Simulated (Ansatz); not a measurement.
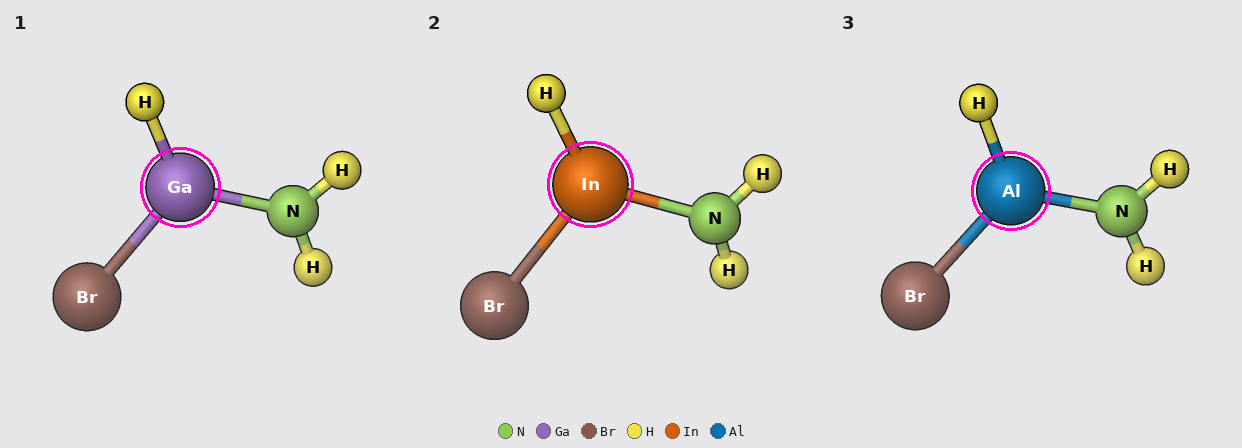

3 molecules with one skeleton, seen from the same side and at one scale; the atom that differs is circled. Charge 0, singlet. Computed geometries: PBE0-D4/def2-TZVP optimisations, one conformation each. Properties computed with Ansatz 0.2.0. Elements past Kr carry core potentials.

One atom differs, called X below: Ga in panel 1, In in panel 2, Al in panel 3. Their formulas are BrGaH3N (`[NH2][GaH][Br]`), BrH3InN (`[NH2][InH][Br]`), AlBrH3N (`[NH2][AlH][Br]`).

### Rank them by the angle N–X–H, lowest first (PBE0-D4/def2-TZVP).

3 (Al), 1 (Ga), 2 (In).

### Rank them by the length of X–Br, lowest first (PBE0-D4/def2-TZVP).

3 (Al), 1 (Ga), 2 (In).

Give the values. With PBE0-D4/def2-TZVP: length of X–Br (Å), length of X–H (Å), length of X–N (Å), angle N–X–H (°). With PBE0-D4/def2-QZVPP: HOMO energy (Kohn–Sham orbital) (eV), HOMO–LUMO gap (eV). With r2SCAN-D4/def2-TZVPP: dipole moment (D).

```json
{"quantity": "length of X–Br (Å)", "1 (Ga)": "2.293", "2 (In)": "2.479", "3 (Al)": "2.258"}
{"quantity": "length of X–H (Å)", "1 (Ga)": "1.547", "2 (In)": "1.695", "3 (Al)": "1.571"}
{"quantity": "length of X–N (Å)", "1 (Ga)": "1.800", "2 (In)": "1.996", "3 (Al)": "1.756"}
{"quantity": "angle N–X–H (°)", "1 (Ga)": "125.6", "2 (In)": "130.2", "3 (Al)": "121.8"}
{"quantity": "HOMO energy (Kohn–Sham orbital) (eV)", "1 (Ga)": "−7.73", "2 (In)": "−7.50", "3 (Al)": "−7.84"}
{"quantity": "HOMO–LUMO gap (eV)", "1 (Ga)": "6.86", "2 (In)": "6.19", "3 (Al)": "7.16"}
{"quantity": "dipole moment (D)", "1 (Ga)": "2.58", "2 (In)": "3.01", "3 (Al)": "2.24"}
```
